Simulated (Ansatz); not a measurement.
# A hypothetical structure for Al2Ga4Mo, part 2 of 2

This structure for Al2Ga4Mo is made up. Its elements were placed in a known structure type with a cell scaled to their sizes. What cell does the guess relax to, and how far off was it?

Ansatz 0.2.0; DFT, PBE, plane-wave PAW, files of the set soft_1, scalar-relativistic, no spin, cell and ions relaxed at zero pressure; PAW set soft_1 (the session's first sound run).

So far: Set-up; Relaxing cell and atoms. The relaxed cell has a = 6.672, c = 5.108 Å (conventional setting).

## Step 3: Bands of the relaxed cell

A second self-consistent run takes a narrower smearing and the mesh shown in its input; the bands follow along the standard path of the relaxed lattice.

This step: DFT, PBE, plane-wave PAW, files of the set soft_1, scalar-relativistic, no spin, bands and density of states at the relaxed cell; PAW set soft_1 (Ansatz 0.2.0).

input.yaml

```yaml
crystal:
  lattice:
    - [-3.3360370422, 3.3360370422, 2.5540084877]
    - [3.3360370422, -3.3360370422, 2.5540084877]
    - [3.3360370422, 3.3360370422, -2.5540084877]
  atoms:
    - { symbol: Mo, position: [0.0, 0.0, 0.0] }
    - { symbol: Ga, position: [0.6961123188, 0.3038876812, 0.0] }
    - { symbol: Ga, position: [0.3038876812, 0.6961123188, 0.0] }
    - { symbol: Ga, position: [0.6961123188, 0.6961123188, 0.3922246377] }
    - { symbol: Ga, position: [0.3038876812, 0.3038876812, 0.6077753623] }
    - { symbol: Al, position: [0.25, 0.75, 0.5] }
    - { symbol: Al, position: [0.75, 0.25, 0.5] }
kpoints:
  mp_grid: { grid: [8, 8, 8] }
  band_path:
    path:
      - [[0.0, 0.0, 0.0], [0.0, 0.0, 0.5], [-0.5, 0.5, 0.5], [0.0, 0.0, 0.0], [0.39652879, 0.39652879, -0.39652879], [0.25, 0.25, 0.25], [0.0, 0.5, 0.0], [-0.39652879, 0.60347121, 0.39652879], [-0.5, 0.5, 0.5]]
      - [[0.0, 0.0, 0.5], [0.25, 0.25, 0.25]]
    npoints: 8
scf:
  occupations: { method: fermi_dirac, width: 0.03 }
  n_extra_bands: 11
hamiltonian:
  xc: pbe
  pseudopotentials: { kind: paw, azcp: { folder: soft_1 } }
output:
  forces: true
  stress: true
  write_bands: true
  dos: { projected: true }
  write_density: true
  write_potential: true
  elf: true
  volumetric_format: npy
```

The run is started by

```console
$ ansatz run input.yaml --threads 4 --pin off --max-ram 10240MiB --backend cpu --events-out ev --progress --plain --runs-dir out
```

Numbers of over 12 decimals in the logs are rounded to 6 here.

The program printed:

```text
[...]
Crystal: 7 atoms, lattice volume = 113.696 Å³
Basis set: ecut = 420 eV, 2169 PW (Γ), exchange–correlation on 72×72×72 points (8 copies of the dense FFT grid, shifted against one another)
Bands: 47, of which v1, the nominal top of the filled ones, is band 36 counted from 1 (35 counted from 0)
Symmetry: 16 space group operations
[...]
k-points: 59 of 512
[...]
SCF iter   1: F=—  HF=-21166.175023 eV  |F-HF|=—  |Δ(HF+E_count)|=         —  Δρ=1.14e-1  dr2=3.96e1  ethr=3.10e-3  ⟨swp⟩=6.0  Hψ=10210  notcnv=0  defer=7
[...]
SCF iter  10: F=-21161.164760 eV  HF=-21161.164760 eV  |F-HF|=1.08e-9  |Δ(HF+E_count)|=   1.83e-7  Δρ=1.36e-6  dr2=2.40e-9  ethr=1.39e-10  ⟨swp⟩=12.6  Hψ=18420  notcnv=0
SCF 1 converged in 10 iterations: F = -21161.164760 eV  dr2 = 2.40e-9
[...]
NSCF: frozen V_eff on 74 k-points
SCF converged after 10 iterations
Free energy (F): -21161.164760 eV
[...]
Internal energy: -21161.155376 eV  (E = F + TS)
E sigma→0 (E₀):  -21161.160068 eV
Entropy (-TS):   -0.009384 eV (-1.341 meV/atom)
Fermi energy:    11.855625 eV
[...]
--- Forces (eV/Å), atoms counted from 1 ---
  atom   1  Mo     0.00000000    -0.00000000     0.00000000
  atom   2  Ga     0.00532267    -0.00532267     0.00000000
  atom   3  Ga    -0.00532267     0.00532267    -0.00000000
  atom   4  Ga    -0.00532267    -0.00532267     0.00000000
  atom   5  Ga     0.00532267     0.00532267     0.00000000
  atom   6  Al    -0.00000000    -0.00000000    -0.00000000
  atom   7  Al     0.00000000     0.00000000     0.00000000
  max |Σ_I F_I| component: 1.73e-18 eV/Å
--- Stress (GPa, compression-positive) ---
        0.029560       0.000000       0.000000
        0.000000       0.029560      -0.000000
        0.000000      -0.000000       0.044521
  P = ⅓ Tr σ = 0.0345 GPa (0.345 kbar)
--- Band table (eV; the first three rows and the last of 59) ---
  k-point 0: bands = [... 32 lower, 9.8351, 9.8351, 10.4589, 10.8154, 11.3179, 12.9349, 13.1111, 13.6352, ... 7 higher]
  k-point 1: bands = [... 32 lower, 9.2987, 9.9431, 10.8023, 11.2974, 11.4101, 12.4231, 12.9222, 13.6561, ... 7 higher]
  k-point 2: bands = [... 32 lower, 9.9401, 10.2038, 10.9420, 11.5676, 11.6121, 11.7905, 13.2564, 13.4001, ... 7 higher]
  k-point 58: bands = [... 32 lower, 10.9185, 11.7314, 11.8827, 12.0639, 12.1611, 12.1611, 13.5693, 14.9469, ... 7 higher]
```

Wall time 5.9 s (4 threads of AMD EPYC 9R14 (Zen 4), shared host); peak memory 0.7 GiB; 19 s of CPU time.

Reading the cycles: dr2 is the Hartree energy of the density residual (eV), the measure of convergence; HF is the Harris–Foulkes estimate of the energy, which meets the free energy F at convergence.

This step gave:

```
free energy             : -21161.1648 eV
energy at zero smearing : -21161.1601 eV
smearing term TS        : 0.009384 eV
Fermi energy            : 11.86 eV
pressure                : 0.03455 GPa
```

bands.tsv at the labelled points (eV, zero at the Fermi level; the bands that come nearest the Fermi level along the path):

```tsv
point	band 33	band 34	band 35	band 36	band 37	band 38	band 39	band 40
Γ	-2.02	-2.02	-1.40	-1.04	-0.54	1.08	1.26	1.78
X	-2.27	-1.27	-0.71	-0.27	0.73	0.77	1.83	1.91
M	-0.94	-0.12	0.03	0.21	0.31	0.31	1.71	3.09
Γ	-2.02	-2.02	-1.40	-1.04	-0.54	1.08	1.26	1.78
Z	-1.65	0.01	0.16	0.34	0.44	0.44	1.51	2.99
P	-2.23	-1.14	-1.14	-0.98	1.03	1.03	1.34	2.03
N	-1.84	-1.04	-0.04	0.32	1.15	1.31	1.44	1.99
Z1	-1.65	0.01	0.16	0.34	0.44	0.44	1.51	2.99
M	-0.94	-0.12	0.03	0.21	0.31	0.31	1.71	3.09
X	-2.27	-1.27	-0.71	-0.27	0.73	0.77	1.83	1.91
P	-2.23	-1.14	-1.14	-0.98	1.03	1.03	1.34	2.03
```

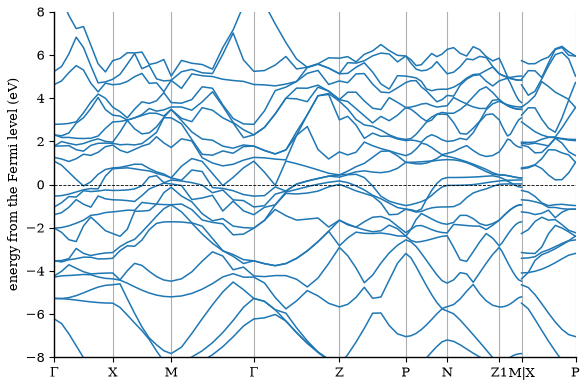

Bands along the path. 25 bands lie wholly below the window drawn.

States per cell as run, both spins, in windows of 1 eV, from dos.tsv (zero at the Fermi level):

| from | to | total |
| --- | --- | --- |
| -8 | -7 | 1.63 |
| -7 | -6 | 1.34 |
| -6 | -5 | 1.87 |
| -5 | -4 | 1.82 |
| -4 | -3 | 2.55 |
| -3 | -2 | 2.52 |
| -2 | -1 | 3.47 |
| -1 | 0 | 4.96 |
| 0 | 1 | 3.14 |
| 1 | 2 | 4.22 |
| 2 | 3 | 3.61 |
| 3 | 4 | 3.20 |

Below -8 eV lie 51.8 more states.

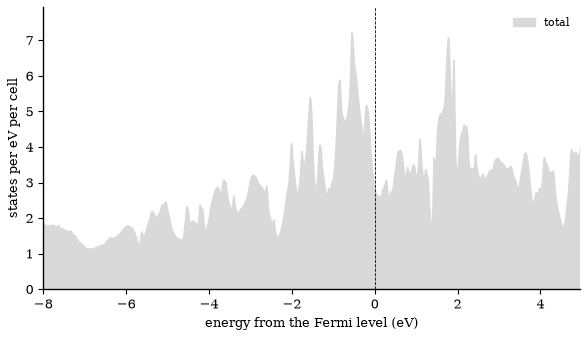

Total density of states, smoothed over about 0.04 eV.

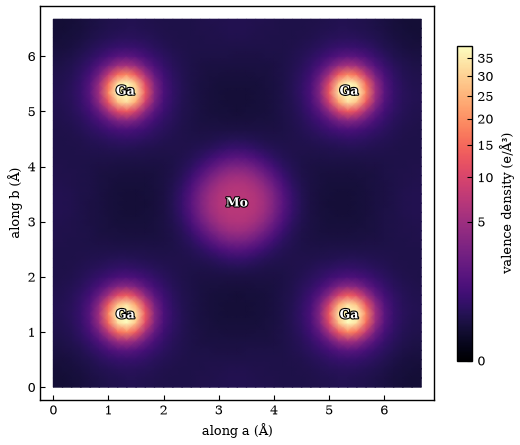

Valence density in the ab plane of the conventional cell at fractional z = 0.000, with atoms of Mo and Ga within 0.2 Å of it. It is the smooth field of the valence electrons, not physical close to the nuclei. The map starts off the cell's origin, so that atoms lie inside it. The colour scale is stretched toward low values.

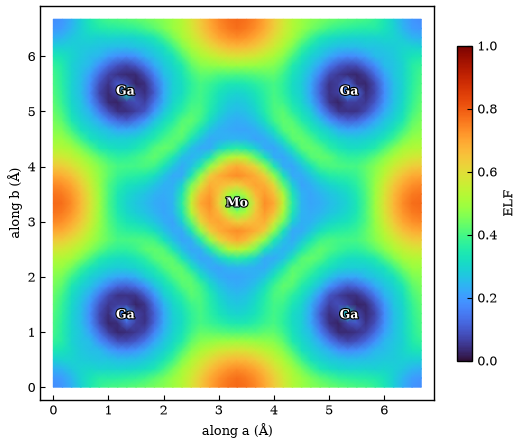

ELF in the ab plane of the conventional cell at fractional z = 0.000, with atoms of Mo and Ga within 0.2 Å of it. It is the smooth field of the valence electrons, not physical close to the nuclei. The map starts off the cell's origin, so that atoms lie inside it.

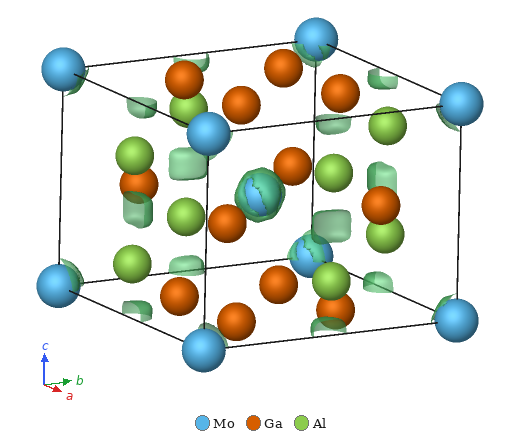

Surface of ELF = 0.7.

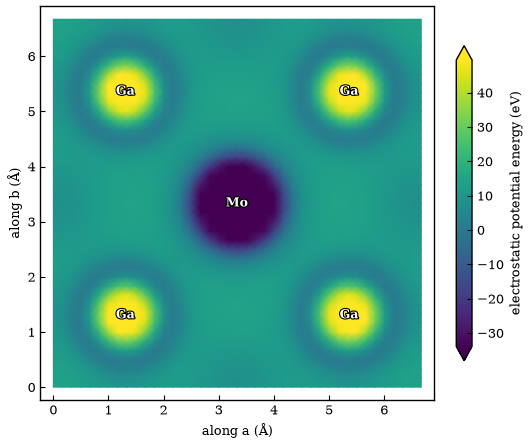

Electrostatic potential energy in the ab plane of the conventional cell at fractional z = 0.000, with atoms of Mo and Ga within 0.2 Å of it. With pseudopotentials it is smooth inside the atoms' cores, unlike the true potential. The map starts off the cell's origin, so that atoms lie inside it.

## Step 4: Results

| Quantity | Value |
| --- | --- |
| space group, relaxed | I4/mmm |
| conventional cell | a = 6.672, b = 6.672, c = 5.108 Å; α = 90.0°, β = 90.0°, γ = 90.0° |
| volume per atom | 16.24 Å³ (guess 15.64) |

What this shows: Al2Ga4Mo relaxes to I4/mmm with a = 6.672, b = 6.672 and c = 5.108 Å. The guessed volume was 4 % too small. The space group I4/mmm was held in the relaxation, so the end point is a stationary structure within it and may be a saddle against distortions or other arrangements. Bands cross the Fermi level, so it is a metal or semimetal at this level. On the 8×8×8 mesh with the narrower smearing (relaxed on 7×7×7) the largest force component is 0.005 eV/Å and the largest stress component is 0.045 GPa, within the relaxation's thresholds of 0.015 eV/Å and 0.05 GPa. The cutoff wasn't tested. No dispersion term is used, so weakly bound directions may come out too long. The runs have no spin, and magnetism wasn't tested. Nothing here tests whether the compound is stable against decomposition.

[Logs are printed without paths, hosts, clocks, repeated set-up lines and the standing remarks that a program may print on its own settings, such as how far it seeks lower states.]

[Hosts, paths, dates, database ids (printed as entryN), source tags and the programs' standing remarks are cut or masked in the printed files.]
